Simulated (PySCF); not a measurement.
```xyz
19

C    -2.8510   -0.0285    0.4244
C    -1.8576   -0.9244   -0.2992
C    -0.4300   -0.6815    0.1590
F     0.3976   -1.5234   -0.5701
F    -0.2808   -1.1374    1.4504
Si    0.3053    1.1213    0.0510
Si    2.6027    0.9613   -0.1392
N     3.0948   -0.3502    0.8559
H    -2.6569    1.0180    0.1999
H    -2.7749   -0.1730    1.4993
H    -3.8645   -0.2693    0.1130
H    -2.1031   -1.9762   -0.1253
H    -1.8876   -0.7390   -1.3742
H    -0.3790    1.6916   -1.1201
H    -0.2700    1.7833    1.2265
H     3.2909    2.1337    0.4123
H     3.0067    0.8632   -1.5574
H     2.5733   -1.2124    0.8361
H     4.0744   -0.5477    0.9805
```

Geometry: GFN2-xTB.

Method: PySCF, PBE0/pcSseg-1, SCF density, gas phase, non-relativistic.

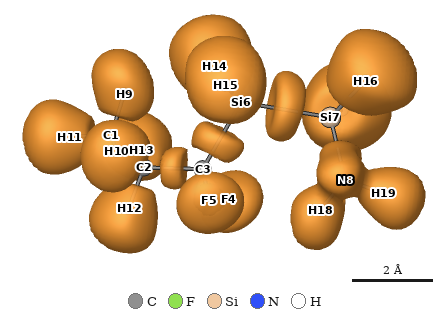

C3H11F2NSi2 (SMILES CCC(F)(F)[SiH2][SiH2]N). Isosurface of the ELF at 0.75 (orange), seen across its widest extent. Core shells and regions of very low density are left out.

### What do the ELF domains correspond to?

The surface consists of two regions between bonded C–C atoms (shared pairs), one region between bonded C–Si atoms (shared pairs), one region between bonded Si–Si atoms (shared pairs), nine regions around hydrogen nuclei, two regions on F in which the atom's valence shell and bonds are merged and one joined region spread over several atoms (H, N), in which their bonds and any lone pairs are merged. Along the contacts the grid gives the following. C–F (1.38 Å): the ELF peaks at about 0.85 between the atoms: a shared but strongly polarised pair. C–C (1.52 Å): the ELF peaks at about 0.95 between the atoms, as expected for a covalent bond.
